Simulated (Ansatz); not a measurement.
Start from TaAgO$_{3}$ in the cubic perovskite structure (space group Pm-3m, No. 221; a = 3.951 Å; a cell from a computed database, its experimental status unchecked).

The same geometry is solved again with PBEsol+SOC.

Levels (all Ansatz, an electronic-structure program, PAW): PBEsol+SOC (420 eV, spin-orbit coupling included); PBEsol (420 eV, scalar-relativistic without spin-orbit coupling).

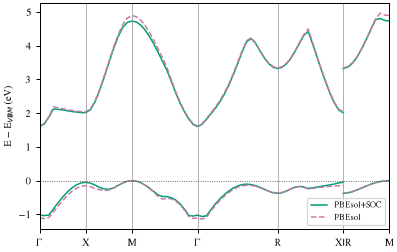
Figure: Highest valence and lowest conduction band along the path, each from its own valence-band maximum

The gap is 1.60 eV, indirect, M → Γ; the base has 1.62 eV.

Single points use the geometry relaxed with PBEsol. Differences between runs with and without spin-orbit coupling are approximate. With Ta present, leaving out spin-orbit coupling can change the band edges. Whether these cells are dynamically stable was not tested. Many cubic perovskites are stable only at high temperature; tilts and polar distortions were not tested.
